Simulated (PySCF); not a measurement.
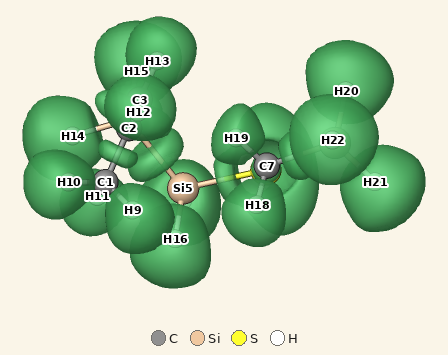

Figure. C$_{4}$H$_{14}$SSi$_{3}$ (SMILES C/C=C\[SiH2][SiH2]SC[SiH3]). Isosurface of the electron localisation function at 0.8 (green), seen from one side. Core shells and regions of very low density are left out.

Geometry: GFN2-xTB.

Computed with PySCF 2.14.0, PBE0/pcSseg-1, SCF density, gas phase, non-relativistic.

Input

```
{"job": {"kind": "nmr", "xc": "PBE0", "basis": "pcSseg-1"}, "charge": 0, "multiplicity": 1}
C     -2.520059     0.924813    -0.688681
C     -1.914738    -0.340332    -1.192063
C     -1.384160    -1.298599    -0.440662
Si    -1.242545    -1.320117     1.441837
Si     0.240395     0.272466     2.252957
S      2.198197     0.082471     1.371075
C      1.783849     0.468835    -0.367602
Si     3.320457     0.220270    -1.461152
H     -1.991030     1.782622    -1.105383
H     -3.558992     0.994634    -1.011795
H     -2.485416     0.980319     0.396358
H     -1.927383    -0.442258    -2.273164
H     -0.974181    -2.161202    -0.954523
H     -2.564208    -1.092512     2.047414
H     -0.839309    -2.689770     1.793266
H     -0.144936     1.665003     1.987431
H      0.568516     0.175772     3.670042
H      1.425741     1.496728    -0.399512
H      0.969795    -0.186863    -0.673093
H      3.742147    -1.174268    -1.360237
H      4.378123     1.125123    -1.019729
H      2.909327     0.536250    -2.832854
```

Run with:

```sh
OMP_NUM_THREADS=1 python probes_run.py task.json out
```

**Describe the localisation domains.**

The surface consists of two regions between bonded C–C atoms (shared pairs), one region between bonded C–S atoms (shared pairs), two regions between bonded C–Si atoms (shared pairs), one region between bonded Si–Si atoms (shared pairs), 14 regions around hydrogen nuclei and one region on S in which the atom's valence shell and bonds are merged. Profiles from the grid: C–C (1.33 Å): the ELF peaks at about 0.90 between the atoms; a multiple bond. C–S (1.83 Å): the ELF peaks at about 0.90 between the atoms: localised, covalent bonding.
